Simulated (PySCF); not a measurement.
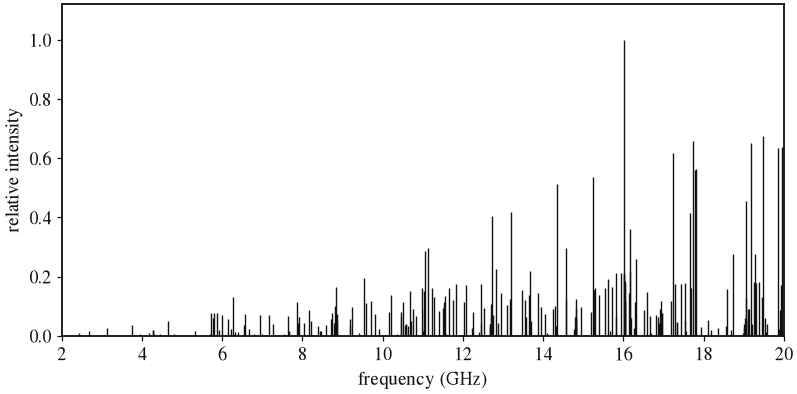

Simulated rotational absorption lines between 2 and 20 GHz at 3 K: rigid rotor with the equilibrium constants and dipole of one optimised conformer (PBE0-D3(BJ)/def2-SVP, PySCF), commonest isotopes; no centrifugal distortion, hyperfine structure, internal rotation or nuclear-spin weights; lines within 1 MHz of each other are summed.

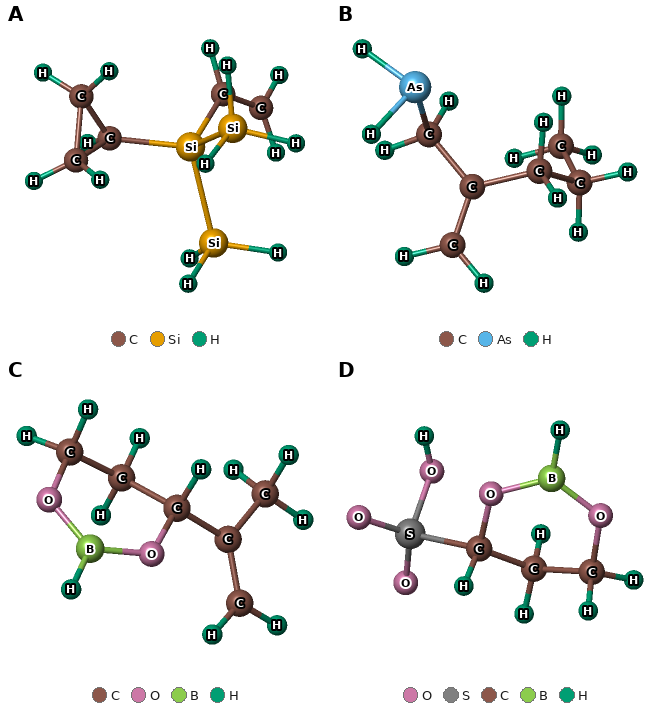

**Which molecule gives this spectrum? Choose among the lettered structures.**

Structure C, C₆H₁₁BO₂, SMILES C=C(C)[C@H]1CCOBO1. Rotational constants A, B, C = 3.349, 1.174, 0.9281 GHz, |μa|, |μb|, |μc| = 1.38, 2.90, 0.14 D.

Note: coarse grid, loose stop and no frequency check, small forces are noise and the end may be a saddle.
